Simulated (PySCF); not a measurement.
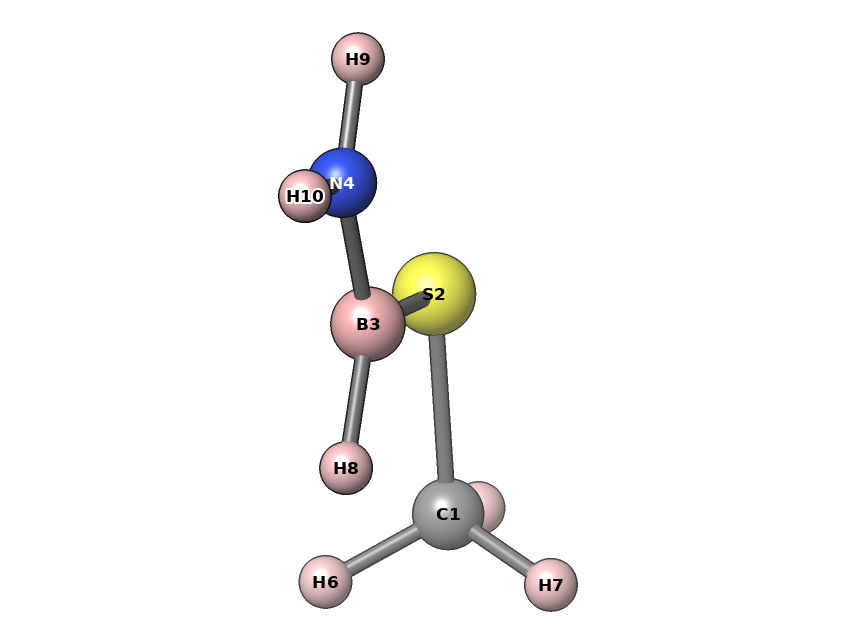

S2 lies behind B3. The molecule seen a little off the B3–S2 bond, B3 in front. Atoms fade into the background with distance from the viewer. The computed structure is the end point of a PBE0-D3(BJ)/def2-SVP optimisation. No frequency run is at hand to confirm it as a minimum.

What is the torsion angle N4–B3–S2–C1? The sign is positive where the front bond must turn clockwise to cover the back bond.

180°, antiperiplanar (anti).
